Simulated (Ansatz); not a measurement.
N₂O (SMILES N#[N+][O-])

```xyz
3

N     0.0000    0.0000   -0.0206
N     0.0000    0.0000   -1.1415
O     0.0000    0.0000    1.1621
```

Geometry: B3LYP-D4/def2-TZVP.

Level of theory: isolated molecule in a Gaussian basis; Kohn-Sham density functional theory, functional PBE0 in Ansatz.

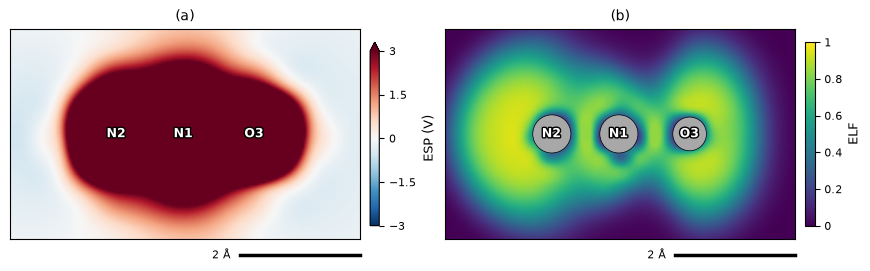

Figure 1. (a) molecular electrostatic potential; (b) electron localisation function on a plane that holds the molecular axis. Grey discs cover the atomic cores in the ELF map.

What does the map show?

Answer.
- Atoms in the plane: N and O.
- N–N (1.12 Å): the ELF peaks at about 0.85 between the atoms (a short, multiple covalent bond).
- N–O (1.18 Å): the ELF peaks at about 0.85 between the atoms; a multiple bond.
- The ELF also peaks beside O3 and N2, away from the bonds: lone-pair regions.
- Outside the dense part of the molecule the potential is most negative (−0.6 V) near N2.

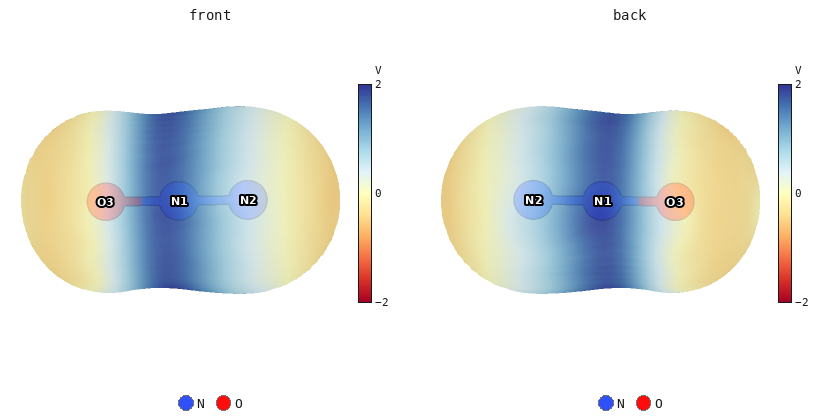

Figure 2. The molecular electrostatic potential painted on the density surface at 0.004 e/bohr³, seen from the front and from behind; the colour scale runs from red (negative) to blue (positive).

Where is the surface potential most negative and most positive?

Answer. The most negative region (about −0.5 V, or −12 kcal/mol for a unit charge) lies over N2 and O3, the most positive (about +1.9 V, or +44 kcal/mol for a unit charge) over N1.

How polar is the molecule by this calculation?

Answer. Its dipole moment is 0.08 D.

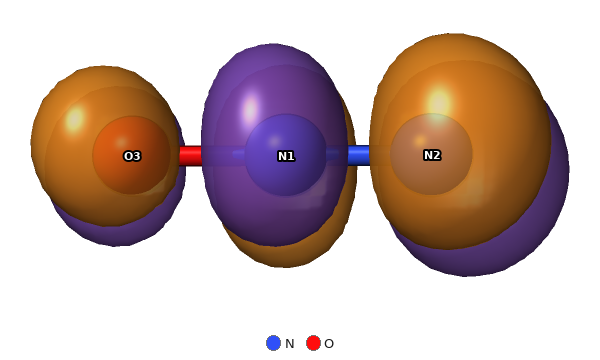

Figure 3. The LUMO at ±0.15 Å⁻³ᐟ² (orange and purple are the two phases), seen from one side.

What is the character of this orbital?

Answer. Its weight (Hirshfeld) is mainly on N2 (about 45 %), N1 (about 35 %) and O3 (about 20 %); π-antibonding (π*) across N2–N1. It is one of a degenerate set, so its orientation is arbitrary. Its energy is −0.34 eV.
